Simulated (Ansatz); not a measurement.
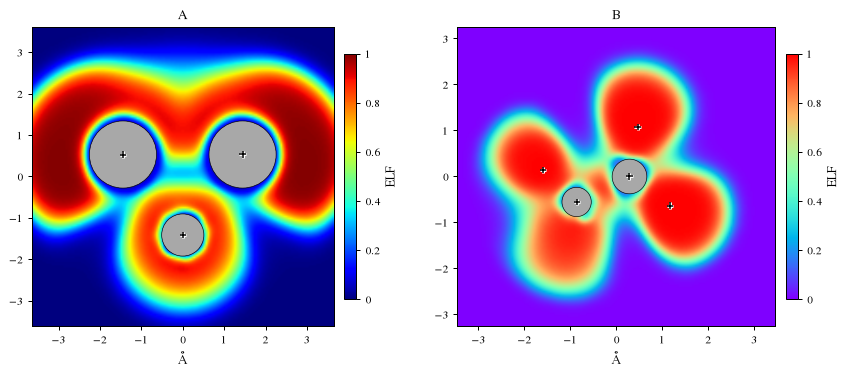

The electron localisation function of 2 systems, each on a plane through atoms (crosses mark nuclei in the plane; grey discs cover the cores).

The calculation used UKS PBE0-D4/def2-TZVPP (Ansatz).

System 1: CH₃N···H₃Si (doublet), the plane of atoms C1, N2 and H6. A transition-state structure; geometry: PBE0-D4/def2-TZVP.

```yaml
atoms:
  - { symbol: C, position_ang: [-1.0504, -0.7239, 0.4573] }
  - { symbol: N, position_ang: [-0.1992, -1.6621, 0.6126] }
  - { symbol: Si, position_ang: [0.6943, 1.0752, -0.7173] }
  - { symbol: H, position_ang: [-1.3371, -0.0042, 1.2312] }
  - { symbol: H, position_ang: [-1.6390, -0.6982, -0.4608] }
  - { symbol: H, position_ang: [0.2415, -1.6015, 1.5309] }
  - { symbol: H, position_ang: [0.5871, 2.4906, -1.1726] }
  - { symbol: H, position_ang: [1.6981, 0.9517, 0.3698] }
  - { symbol: H, position_ang: [1.0048, 0.1724, -1.8513] }
```

System 2: Al₂ClH₂ (doublet), the plane of atoms Al1, Cl3 and Al2. Geometry: PBE0-D4/def2-TZVP; at this geometry the atoms fall into two loosely joined parts.

```tsv
atom	x (Å)	y (Å)	z (Å)
Al	0.3878	1.8529	0.1436
Al	1.7473	-0.5655	-0.6627
Cl	0.0241	0.6042	-1.8998
H	-1.2275	-1.0518	0.9415
H	-0.6736	-0.8989	1.4215
```

Match each panel to its system.

Panel A is system 2, Al₂ClH₂: the plane holds Al and Cl. Al–Cl (2.42 Å): the ELF peaks at about 0.85 in the valence shell of Cl, 0.8 Å from its nucleus, and is about 0.65 at the midpoint. Panel B is system 1, CH₃N···H₃Si: the plane holds C, N and H. C–N (1.28 Å): the ELF peaks at about 0.90 between the atoms; localised, covalent bonding.
